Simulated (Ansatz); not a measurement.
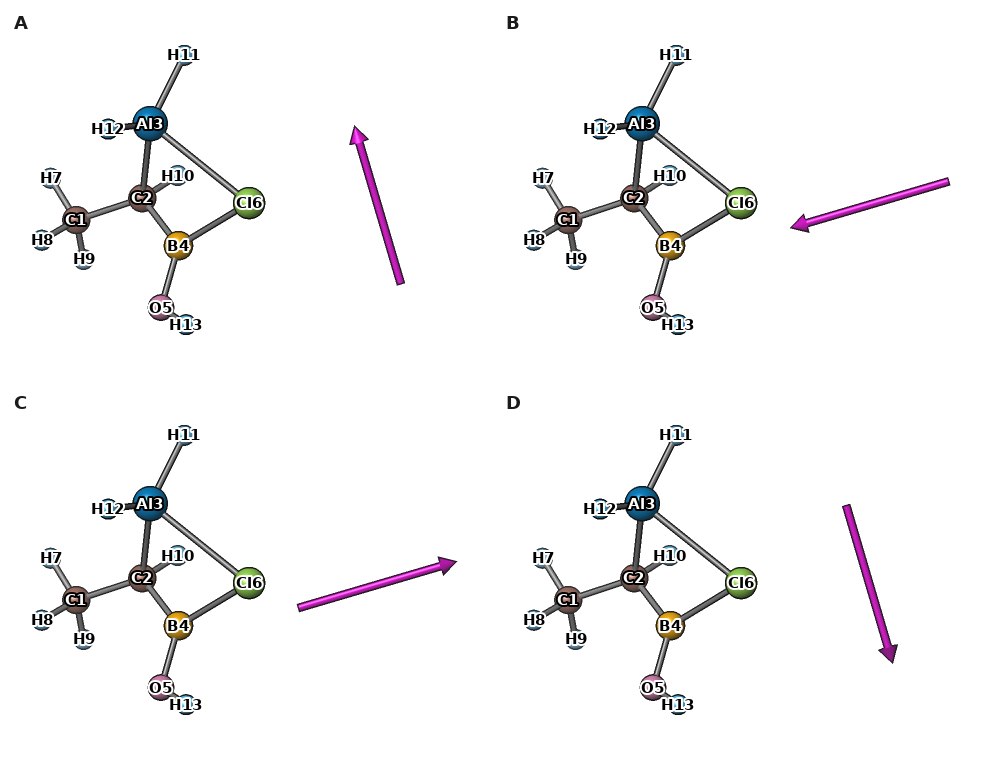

The same molecule four times, each with an arrow. The geometry was computed by an optimisation with PBE0-D4/def2-TZVP. No frequency run is at hand to confirm it as a minimum. Method: RKS PBE-D4/def2-TZVPP (Ansatz 0.2.0).

> Which arrow points along the dipole moment, from the negative to the positive end?

D. The dipole moment is 1.80 D; it points from the side of H11 to the side of H13 (the outermost atoms at the two ends).
